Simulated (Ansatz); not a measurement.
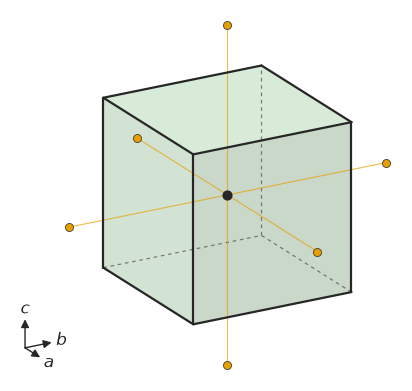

Crystal: KSrBr3, the input geometry of an electronic-structure calculation (not necessarily at equilibrium); the starting structure was generated, so it need not be a known form of this composition. The Wigner–Seitz cell of the crystal's lattice, with lines to the lattice points that define its faces. Geometry calculated from the standardised cell; symmetry tolerance 0.002 Å.

a = 5.938 Å, b = 5.938 Å, c = 5.938 Å, α = 90.00°, β = 90.00°, γ = 90.00°; space group Pm-3m (No. 221).

**What is the cell's combinatorial type?**

A parallelepiped: 6 faces (6 with 4 edges), 12 edges, 8 vertices. Its volume is that of the primitive cell, 209.4 Å³.

**Which lattice vectors do the faces bisect?**

```csv
example,length (Å),faces,edges of each,area (Å²)
a,5.94,6,4,35.3
```
